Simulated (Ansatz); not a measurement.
## Ligand exchange: Si(CH3)2(OH)2 + SiH3(CH3) → Si(CH3)2(OH)(SiH3) + CH4O

Species: Si(CH3)2(OH)2 (dimethylsilanediol), singlet; SiH3(CH3), singlet; Si(CH3)2(OH)(SiH3), singlet; CH4O (methanol) `CO`, singlet. The partners trade OH for SiH3: Si–OH and C–SiH3 bonds give way to Si–SiH3 and C–OH.

Shapes, held fixed at every level: PBE0-D4/def2-TZVP. Flexible molecules stand in one conformer, not always the lowest. Programs: Ansatz 0.2.0. Electronic energies: no zero-point or thermal term.

| level | kind | ΔE (kJ/mol) | less CCSD(T)/CBS estimate |
| --- | --- | --- | --- |
| PBE-D4/def2-TZVPP | GGA | +192.7 | -27.5 |
| r2SCAN-D4/def2-TZVPP | meta-GGA | +216.5 | -3.7 |
| B3LYP-D4/def2-TZVPP | global hybrid | +211.0 | -9.2 |
| PBE0-D4/def2-TZVPP | global hybrid | +202.1 | -18.1 |
| wB97M-V/def2-TZVPP | range-separated hybrid | +223.4 | +3.2 |
| B2PLYP/def2-TZVPP | double hybrid | +221.3 | +1.1 |
| CCSD(T)/def2-TZVPP | coupled cluster or CI | +218.2 | -2.0 |
| CCSD(T)/CBS estimate | coupled cluster or CI | +220.2 | 0.0 |

The highest level, CCSD(T)/CBS estimate, gives ΔE = +220.2 kJ/mol; the levels span +192.7 to +223.4. The column of differences is taken from that level and isn't an error. No measured value is set beside it here. The CBS estimate extrapolates MP2 from def2-TZVPP and def2-QZVPP and adds CCSD(T) − MP2 in the triple-zeta set, cores frozen.

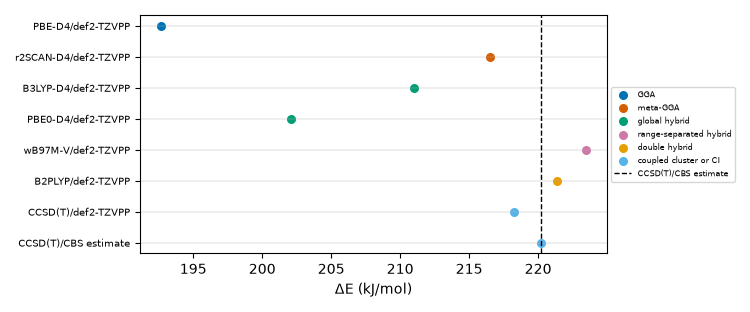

The values of the table, level by level.
